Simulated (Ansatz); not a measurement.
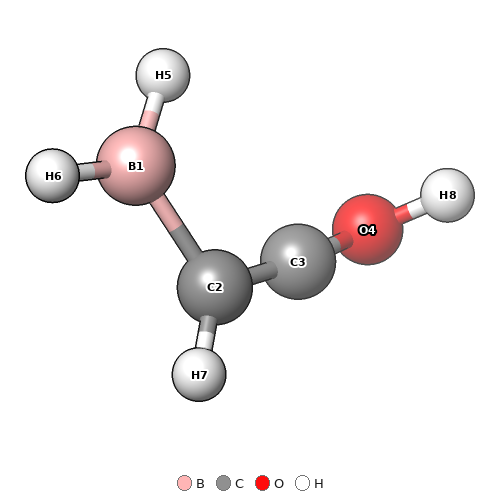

The system is C₂H₄BO, SMILES BC=C=[OH+], charge +1; the picture shows the reference structure. Coordinates scanned: (1) bond length B1–C2; (2) dihedral H5–B1–C2–C3. Nothing is relaxed (all other coordinates rigid). Grid: 13 × 12 points. Points are written as (first, second). Energies are in kJ/mol, from the relaxed molecule at the same level. The calculation used RKS B3LYP-D4/def2-TZVP in Ansatz 0.2.0.

Its coordinates:

```xyz
8

B    -0.4997    1.1336   -0.5562
C     0.2791    0.4344    0.6535
C     0.2399   -0.8154    0.4502
O     0.0412   -2.0023    0.2115
H    -0.9554    0.4639   -1.4160
H    -0.5677    2.3112   -0.4967
H     0.7478    0.9499    1.4839
H     0.7148   -2.4754   -0.3302
```

Range: bond length B1–C2 from 1.408 to 2.000 Å; dihedral H5–B1–C2–C3 from −180 to 150°.

Q: What will the energy surface look like?

A: The lowest grid point is at (1.605 Å, 0°), 0.03 kJ/mol from the relaxed molecule at the same level. A higher local minimum lies near (1.605 Å, −180°) (1.4 kJ/mol above the lowest at that grid point). The highest grid point, (1.408 Å, 90°), lies 101 kJ/mol above the lowest. On the interpolated surface the easiest way out of the lowest well to the well at (1.605 Å, −180°) passes a barrier of about 38 kJ/mol. Round the minimum the two coordinates are nearly uncoupled.

```csv
"dihedral H5–B1–C2–C3 ↓, bond length B1–C2 →",1.408,1.457,1.506,1.556,1.605,1.654,1.704,1.753,1.802,1.852,1.901,1.950,2.000
150,61,36,21,13,10,12,17,25,34,46,58,71,84
120,87,61,44,33,29,29,33,39,47,58,69,80,93
90,101,74,56,45,39,39,41,47,54,64,74,86,98
60,86,60,43,33,28,29,32,39,47,57,68,80,93
30,60,35,20,12,9,11,16,24,34,45,57,70,84
0,48,24,10,2,0,2,8,17,27,39,52,65,79
−30,58,34,19,11,8,10,15,23,33,45,57,70,83
−60,84,58,41,31,27,28,31,38,46,57,68,80,92
−90,101,74,56,44,39,38,41,47,54,64,74,85,97
−120,88,62,45,34,30,30,33,40,48,58,69,81,93
−150,62,38,22,14,11,12,18,25,35,46,58,71,85
−180,49,26,11,3,1,4,10,18,28,40,53,66,80
```

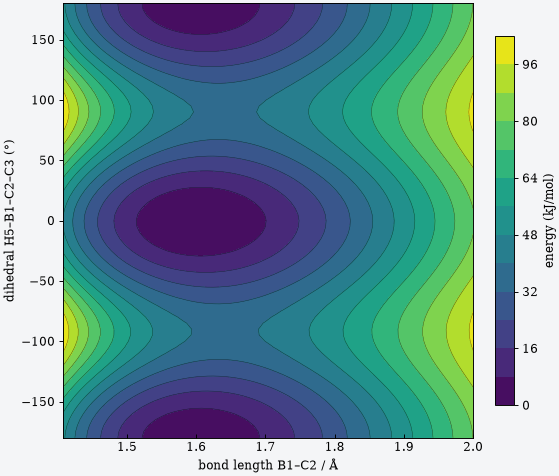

The picture shows filled contours. Between grid points the surface is interpolated.

The whole map (156 points run) took 12 min on 1 thread of Arm Neoverse V1 (shared host).
